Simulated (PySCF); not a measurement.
# CH$_{10}$Si$_{3}$ (HC(SiH3)3): what the fields show

Input

```
{"job": {"kind": "nmr", "xc": "PBE0", "basis": "pcSseg-1"}, "charge": 0, "multiplicity": 1}
C      0.270470    -0.199215     0.359844
Si     0.548441     1.665994     0.418043
Si    -1.522013    -0.657777     0.729189
Si     0.873061    -0.949444    -1.262613
H      0.885992    -0.640393     1.166881
H      0.123740     2.220292     1.740543
H      1.993447     1.987235     0.204851
H     -0.251030     2.331535    -0.655865
H     -2.418826    -0.092342    -0.325057
H     -1.691387    -2.143635     0.747412
H     -1.941684    -0.109305     2.055669
H      2.319025    -0.636322    -1.481096
H      0.702968    -2.435166    -1.251158
H      0.088364    -0.385287    -2.403434
```

Command:

```sh
OMP_NUM_THREADS=1 python probes_run.py task.json out
```

Geometry: PBE0-D3(BJ)/def2-SVP.

Theory: PySCF 2.14.0, PBE0/pcSseg-1, SCF density, gas phase, non-relativistic.

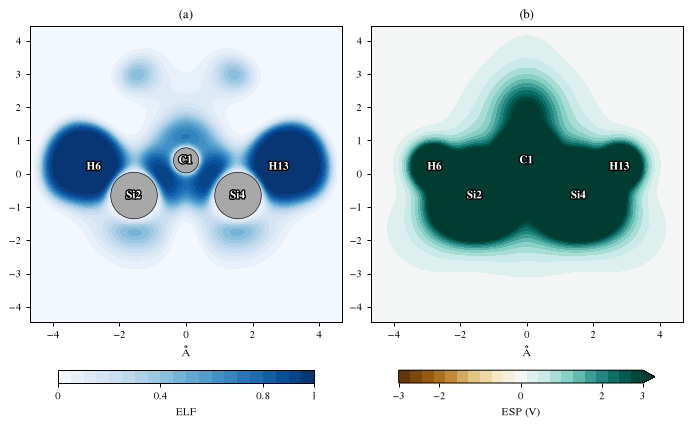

Figure 1. (a) electron localisation function; (b) electrostatic potential on the plane of atoms Si2, C1 and Si4. Grey discs cover the atomic cores in the ELF map.

### What do the fields say about this system?

Atoms in the plane: C, Si and H.
C–Si (1.89 Å): the ELF peaks at about 0.95 between the atoms: a shared electron pair.
Si–H (1.50 Å): the ELF climbs to about 1 towards the hydrogen, as it does in any bond to H.
The potential has no marked negative region in this plane.

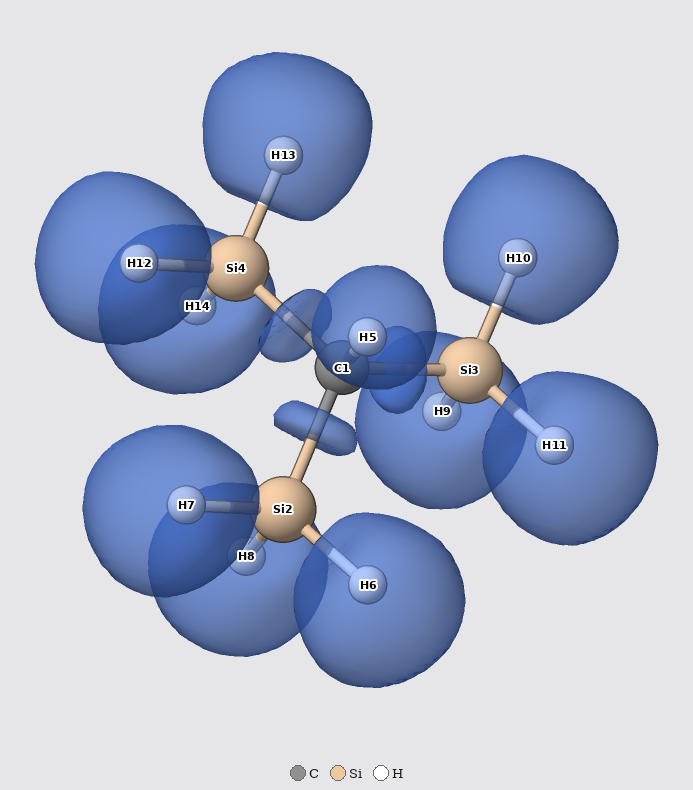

Figure 2. Isosurface of the ELF at 0.85 (blue), seen at a tilt. Core shells and regions of very low density are left out.

### Describe the localisation domains.

The surface consists of three regions between bonded C–Si atoms (shared pairs) and ten regions around hydrogen nuclei. Along the contacts the grid gives the following. C–H (1.11 Å): the ELF climbs to about 1 towards the hydrogen: an ordinary covalent bond to hydrogen.

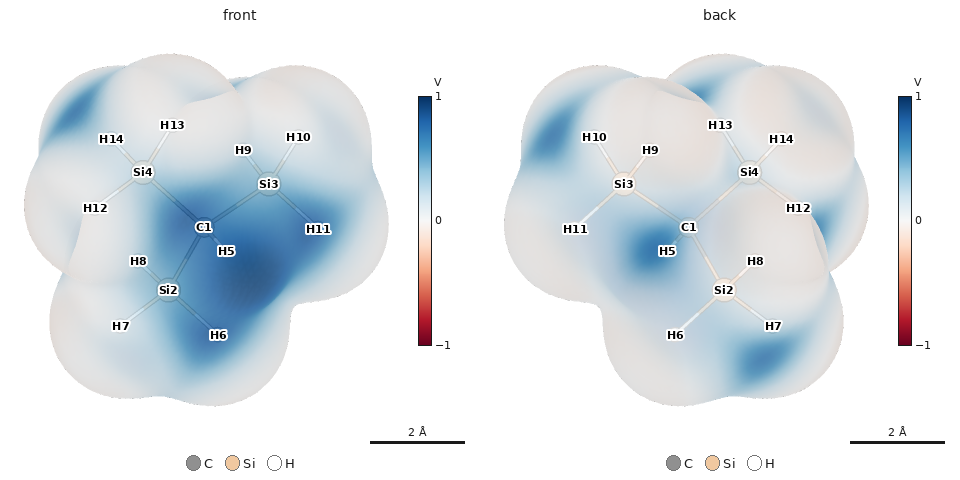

Figure 3. The molecular electrostatic potential painted on the density surface at 0.001 e/bohr³, seen from the front and from behind; the colour scale runs from red (negative) to blue (positive).

### Where is the surface potential most negative and most positive?

The most negative region (about −0.1 V) lies over the H atoms, the most positive (about +0.9 V) over H5.
